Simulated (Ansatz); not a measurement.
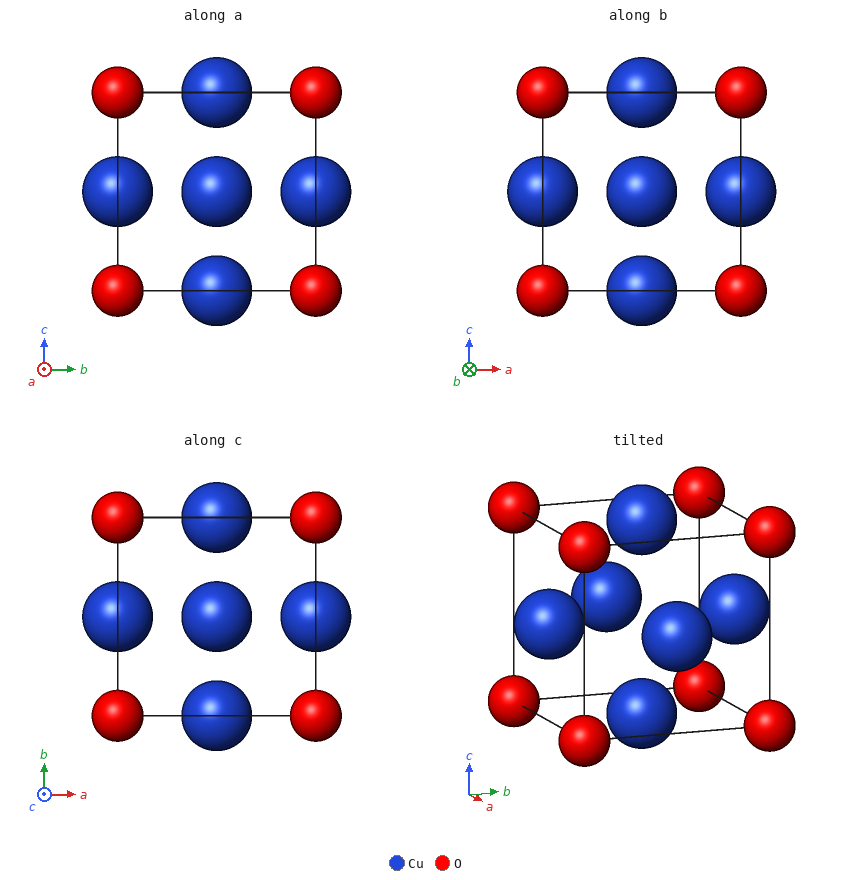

Drawn in the spheres-only manner and seen along the a axis, along the b axis, along the c axis and slightly off an axis. Thin lines show the conventional unit cell, with boundary atoms drawn in all their periodic places.

Lattice parameters: a = 3.544 Å, b = 3.544 Å, c = 3.544 Å, α = 90.00°, β = 90.00°, γ = 90.00°.

**From the views, write a table of Wyckoff sites.**

Space group Pm-3m (No. 221).
| atom | site | x | y | z |
| --- | --- | --- | --- | --- |
| Cu | 3c | 0.0000 | 0.5000 | 0.5000 |
| O | 1a | 0.0000 | 0.0000 | 0.0000 |

Origin of the cell: a structure type filled with these elements by a generator (whether the compound takes this form wasn't checked). The geometry was optimised with Ansatz 0.2.0, DFT PBE, scalar-relativistic, plane waves, PAW.
